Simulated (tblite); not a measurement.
## C5H9F3Si: frequency calculation

C5H9F3Si, SMILES C=C[Si@@H](CC)C(F)(F)F, computed with GFN2-xTB harmonic vibrations, gas phase (tblite 0.8.0).

It belongs to a series of runs on one base structure; here: Si replaced by C.

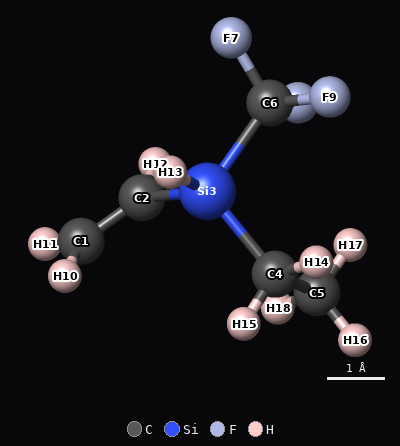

Figure 1. The structure as given in the input (ball-and-stick view, seen at a tilt; atoms are numbered from 1 in the order of the input). Bond lengths as drawn: C–C 1.33 to 1.53 Å, C–F 1.35 Å, C–H 1.08 to 1.09 Å, C–Si 1.88 to 1.96 Å and H–Si 1.47 Å.

## Summary

| quantity | value |
| --- | --- |
| outcome | converged |
| total energy | −848.3599 eV |
| zero-point energy | 80.1620 kcal/mol |
| hardware | 1 CPU thread, shared host |
| wall time | 2.8 s |
| peak memory | 0.18 GiB |

## Input file
```
{"job": {"kind": "ir", "xc": "GFN2-xTB", "basis": "xTB"}, "charge": 0, "multiplicity": 1}
C      2.514060    -1.098450     0.488446
C      1.625052    -0.127729     0.648269
Si     0.426112     0.438031    -0.687376
C     -1.068173    -0.717157    -0.935928
C     -1.782648    -1.080542     0.367808
C     -0.294791     2.118989     0.005022
F      0.609924     3.119928    -0.030183
F     -0.702378     2.037459     1.290034
F     -1.362420     2.561115    -0.691802
H      2.612732    -1.628674    -0.444416
H      3.184594    -1.404914     1.275853
H      1.576678     0.370069     1.610694
H      1.062645     0.820439    -1.951127
H     -1.784575    -0.248212    -1.614100
H     -0.732997    -1.633406    -1.424044
H     -2.627980    -1.734868     0.165855
H     -2.156363    -0.190531     0.867094
H     -1.108232    -1.595228     1.048243
```

The first line tells a small driver script what to run in tblite; the rest is the geometry in Å.

Launched with:
```bash
OMP_NUM_THREADS=1 python <driver script> task.json out
```

## Output
```
mode    cm-1     km/mol
  1     -20.0      0.18
  2      18.8      0.09
  3      47.2      0.17
  4      86.1      2.10
  5     105.7      2.26
  6     123.9      0.93
  7     199.3      0.20
  8     224.8      0.34
  9     245.7      2.79
 10     277.5      5.02
 11     324.5      9.52
 12     416.8     62.67
 13     461.1     12.73
 14     461.8      3.77
 15     494.7     26.89
 16     602.1     98.92
 17     631.2     52.51
 18     648.3     27.61
 19     678.9     48.85
 20     744.5    126.34
 21     771.4    151.23
 22     924.9     11.47
 23     980.4     23.15
 24    1011.0     14.16
 25    1017.2    111.38
 26    1019.5     29.10
 27    1020.3    190.26
 28    1026.7    108.67
 29    1067.3     12.36
 30    1140.1     87.32
 31    1230.9      2.88
 32    1270.2      1.89
 33    1282.3      4.03
 34    1413.9      4.22
 35    1420.0      1.67
 36    1467.0      1.16
 37    1502.3      3.43
 38    1507.5      4.80
 39    1657.5     20.77
 40    2257.2    278.18
 41    2967.5     21.26
 42    2985.2     23.10
 43    3023.7     11.13
 44    3029.9     38.36
 45    3037.2     30.09
 46    3050.2     17.17
 47    3087.4     21.19
 48    3112.3     32.34
```

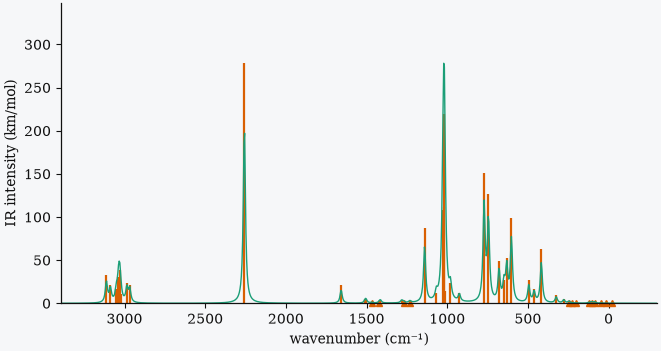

Figure 2. Harmonic infrared spectrum, unscaled: sticks (degenerate modes added up, dark ones marked on the axis) with a Lorentzian envelope of 16 cm⁻¹ full width, scaled to the tallest stick; imaginary modes are drawn at negative wavenumbers. 48 modes from 20i to 3112 cm⁻¹, 1 imaginary beyond 8i (20i cm⁻¹): not a clean minimum; so soft a mode can be a shallow saddle, an incomplete relaxation or noise of the force constants. The strongest line is at 2257 cm⁻¹ (278 km/mol).
